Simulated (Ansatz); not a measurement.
## A computed series for TiTe2: thickness series

The reference is TiTe$_{2}$ in the CdI2 type structure (space group P-3m1, No. 164; a = 3.6973 Å, c = 6.3840 Å; layered, stacked along the Cartesian z axis).

Free-standing slabs (3 atom(s) a layer) normal to the stacking axis with 15 Å of vacuum; in-plane cell relaxed.

Calculations: PBE-D3(BJ)/PAW in Ansatz (a program for electronic structure), without spin-orbit coupling.

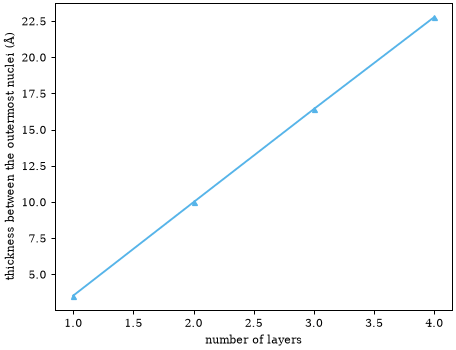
Fig. 1. Thickness between the outermost nuclei against number of layers

```tsv
number of layers	thickness between the outermost nuclei
1	3.53 Å
2	9.99 Å
3	16.42 Å
4	22.77 Å
```

No phonon test of stability was made. The final runs are not spin-polarised.
